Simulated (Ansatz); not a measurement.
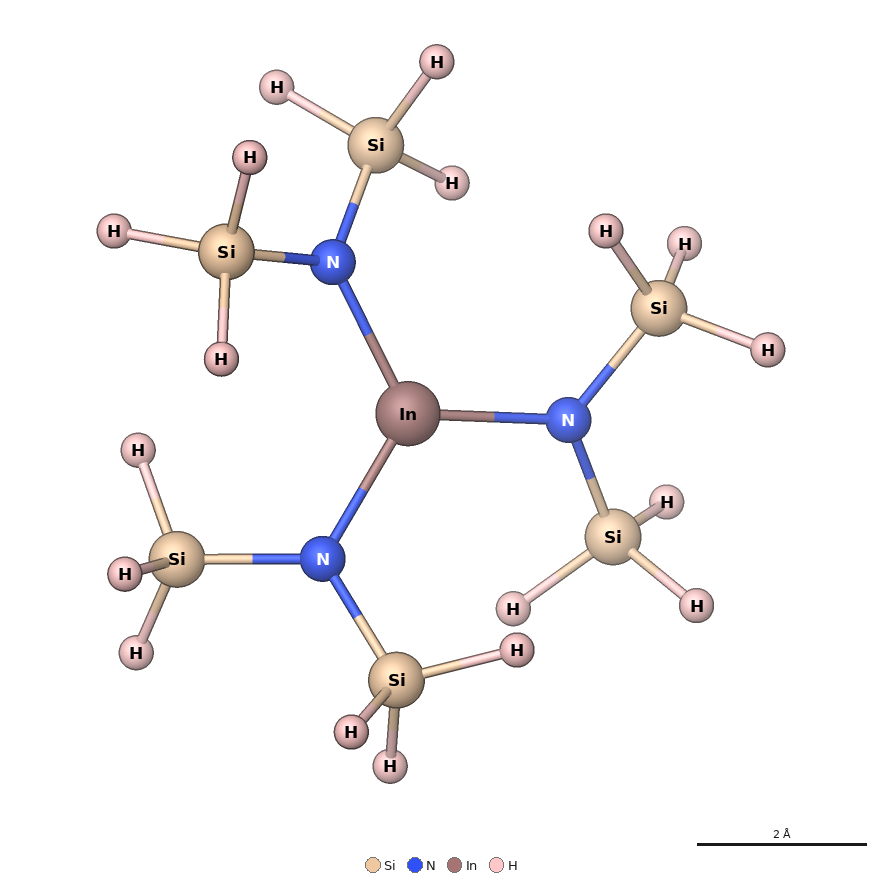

Atoms fade into the background with distance from the viewer. Computed geometry: PBE0-D4/def2-TZVP optimisation. No frequency run is at hand to confirm it as a minimum. Masses are those of the most abundant isotopes; constants are for the rigid equilibrium geometry.

**Classify the rotor and give the rotational constants (cm⁻¹).**

An oblate symmetric top (D3): A = B = 0.0144, C = 0.00789 cm⁻¹.
